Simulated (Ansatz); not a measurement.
Input

```
crystal:
  periodic: [false, false, false]
  atoms:
    - {symbol: S, position_ang: [-1.007942, 0.096035, -1.864738]}
    - {symbol: W, position_ang: [-0.009634, -0.008933, -0.038156]}
    - {symbol: Cl, position_ang: [-1.605627, -0.693730, 1.448624]}
    - {symbol: Cl, position_ang: [0.790238, -2.148525, 0.056011]}
    - {symbol: Cl, position_ang: [2.135278, 0.618147, -0.520633]}
    - {symbol: Cl, position_ang: [-0.260214, 2.072907, 0.872692]}
basis:
  gaussian: {orbitals: def2-TZVPP}
hamiltonian: {xc: pbe0, dispersion: d4}
output: {orbitals: {seedname: orbitals}}
```

Launched as:

```sh
ansatz run in.yaml --threads 4 --pin off --events-out ev --progress --plain --max-ram 11315MiB
```

Geometry: PBE0-D4/def2-TZVP; core potentials replace the inner electrons of W.

All numbers below come from Ansatz 0.2.0, RKS PBE0-D4/def2-TZVPP.

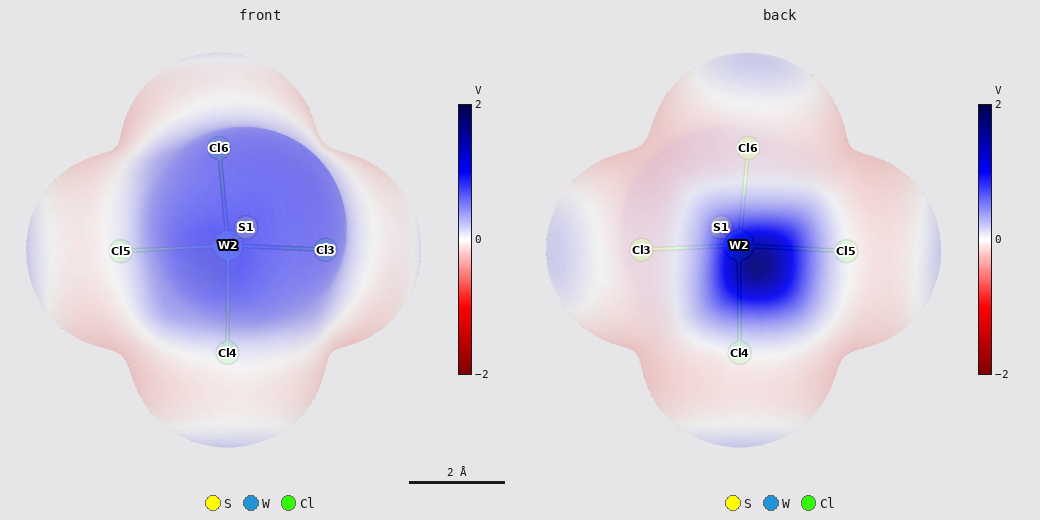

Cl₄SW (SMILES [S]=[W]([Cl])([Cl])([Cl])[Cl]). The electrostatic potential painted on the density surface at 0.001 e/bohr³, seen from the front and from behind; red is negative and blue positive.

Where is the surface potential most negative and most positive?

Answer. The most negative region (about −0.2 V) lies over Cl3, Cl4, Cl5 and Cl6, the most positive (about +1.6 V) over W2.
